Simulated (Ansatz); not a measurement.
## Energy against volume for W (bcc, W type)

W (bcc, W type)

```cif
data_W2
_chemical_formula_sum 'W2'
_space_group_name_H-M_alt 'Im-3m'
_space_group_IT_number 229
_space_group_name_Hall '-I 4 2 3'
_cell_length_a 3.18365
_cell_length_b 3.18365
_cell_length_c 3.18365
_cell_angle_alpha 90.000
_cell_angle_beta 90.000
_cell_angle_gamma 90.000
loop_
_atom_site_label
_atom_site_type_symbol
_atom_site_symmetry_multiplicity
_atom_site_Wyckoff_symbol
_atom_site_fract_x
_atom_site_fract_y
_atom_site_fract_z
_atom_site_occupancy
W1 W 2 a 0.00000 0.00000 0.00000 1
```
(The calculation used a cell of 1 atom; values per cell refer to that cell.)

The volume is varied about the relaxed value V₀ at fixed cell shape. Symmetry pins the atoms to their sites.

The numbers are results of PBE (plane waves to 420 eV, PAW, scalar-relativistic; Ansatz, a quantum-chemistry and plane-wave program), not measurements. k mesh 20×20×20 (Γ-centred), Fermi-Dirac smearing 0.05 eV. Energies are smeared free energies. Spin-orbit coupling is left out, though W is heavy. The PAW data are Ansatz's earlier set. W is run without spin polarisation. W was relaxed with its symmetry unable to fall. ΔE is measured from the relaxed starting cell.

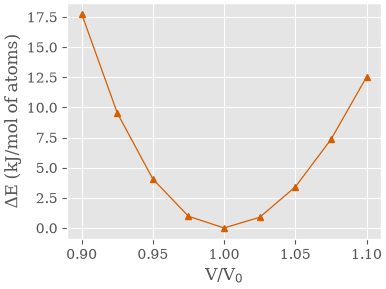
Figure: ΔE (kJ/mol of atoms) against V/V₀; markers are the computed points, lines only join them.

The pressure at the smallest volume is 39.9 GPa, the equilibrium volume of the fit comes out as 16.13 Å³/atom and the energy cost of the largest compression is 184 meV/atom. The pressure derivative B₀′ (fit) comes out as 4.2 and the bulk modulus B₀ (third-order Birch-Murnaghan fit) comes out as 304 GPa.

Check by three points about V = 16.134 Å³/atom, step 0.807: d²E/dV² ≈ (42 − 2·0 + 35) meV / 0.807² = 0.118 eV/Å⁶, and V·d²E/dV² × 160.2 = 306 GPa.

(Under strain, the slope of the energy per volume gives the stress and its curvature an elastic modulus.)
